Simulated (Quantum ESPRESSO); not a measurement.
# Voltage at the next charge: Fe(100), 5 layers against an electrode

**Set-up.** Quantum ESPRESSO 7.5, PBE, GBRV ultrasoft; ESM with bc3, a metal electrode 5.04 Å above the top atoms; cell area 8.237 Å²; ions fixed. V is the potential energy of an electron at the electrode over the slab's Fermi level, divided by e, so that it equals the work function at zero charge; positive charge removes electrons.

| charge (e a cell) | V (V) |
| --- | --- |
| 0 | 3.870 |
| 0.0124 | 4.788 |
| 0.0247 | 5.722 |

To predict: What is V at a charge of 0.0494 e, and what capacitance do the rows imply?

**Worked estimate.** The last two rows give dV/dq = (5.722 − 4.788)/(0.0247 − 0.0124) = 75.9 V/e, so C = 1602/(8.237 × 75.9) = 2.56 µF/cm², an effective gap of 8.854/2.56 = 3.46 Å. At constant C, V = 5.722 + 75.9 × 0.0247 = 7.60 V.

**The withheld run.** V = 7.652 V; the estimate misses by −0.05 V, 2.8 % of the step. Over the three intervals C goes 2.63, 2.56 and 2.49 µF/cm²: it falls as electrons leave, the surface charge drawing back towards the atoms.

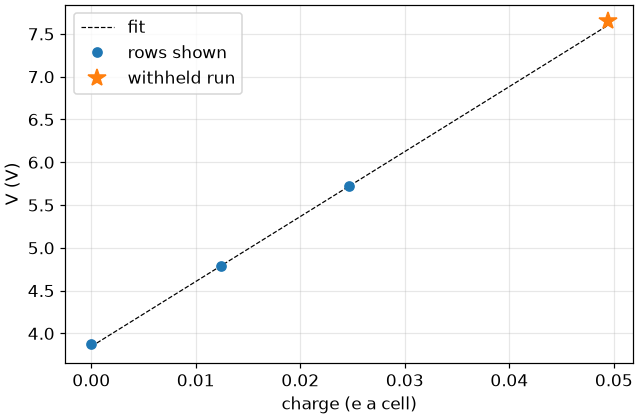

The rows shown, the fit and the withheld run.

**Limits.** Vacuum fills the gap; a dielectric or electrolyte would change C. The slab is thin.
